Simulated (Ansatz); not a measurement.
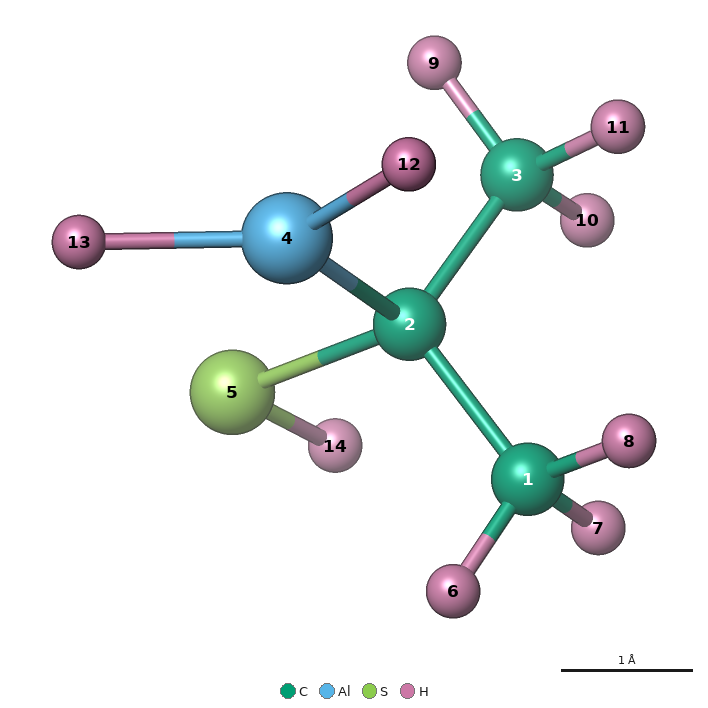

Orthographic view. Depth is shown by fading: the farther an atom, the more it takes the colour of the background. Computed geometry: PBE-D4/def2-SVP optimisation. No frequency run is at hand to confirm it as a minimum.

Write the connection table.

C1: C2, H6, H7, H8
C2: C1, C3, Al4, S5
C3: C2, H9, H10, H11
Al4: C2, H12, H13
S5: C2, H14
(terminal hydrogens appear only as neighbours)
